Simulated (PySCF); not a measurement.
Molecule: SMILES Bc1ccccc1Cl (C6H6BCl). Atoms near the plane z = 1.5 Å, at the GFN2-xTB optimised geometry (x, y, z in Å): B1 (-1.5, -1.8, 0.0), C2 (-0.6, -0.5, 0.0), C3 (-1.2, 0.7, 0.0), C4 (-0.5, 1.9, 0.0), C5 (0.9, 1.9, 0.0), C6 (1.6, 0.6, 0.0), C7 (0.8, -0.5, 0.0), Cl8 (1.7, -2.0, 0.0), H9 (-2.6, -1.7, 0.0), H10 (-1.0, -2.9, 0.0), H11 (-2.3, 0.8, 0.0), H12 (-1.0, 2.9, 0.0), H13 (1.5, 2.8, 0.0), H14 (2.6, 0.6, 0.0).

Computed with B3LYP/def2-TZVP in PySCF. The values are rescaled to run from 0 to 1.

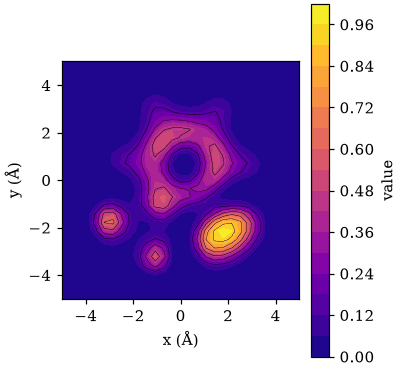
Figure. a field on the plane z = 1.5 Å.

### Question
Which quantity is mapped?
A) deformation density (molecule minus spherical neutral atoms)
B) Laplacian of the electron density
C) electron localisation function
D) log10 of the electron density

### Answer
C, electron localisation function
